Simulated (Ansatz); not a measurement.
HgTe: response to strain

The parent structure is HgTe in the zinc blende structure (space group F-43m, No. 216; a = 6.435 Å). Axes: x, y, z lie along the cube axes.

Strains are applied to the cell and any free atomic positions relax; under biaxial strain the out-of-plane vector relaxes too.

Method: LDA (Ansatz, an electronic-structure program), spin-orbit coupling left out.

Notes on the quantities. pressure: mean of the normal stresses, compression positive.

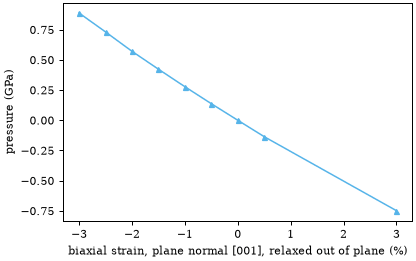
Pressure against biaxial strain, plane normal [001], relaxed out of plane

Q: From the plot, what is the pressure for biaxial strain +3.00 %, plane normal [001], relaxed out of plane?

A: About -0.7 GPa.

Q: Is the trend monotonic over the range shown?

A: Yes, it falls throughout, spanning -0.7 GPa to 0.9 GPa.

The mesh was chosen for an insulator and is coarse for the gapless case. Whether these cells are dynamically stable was not tested. All final runs are without spin polarisation.
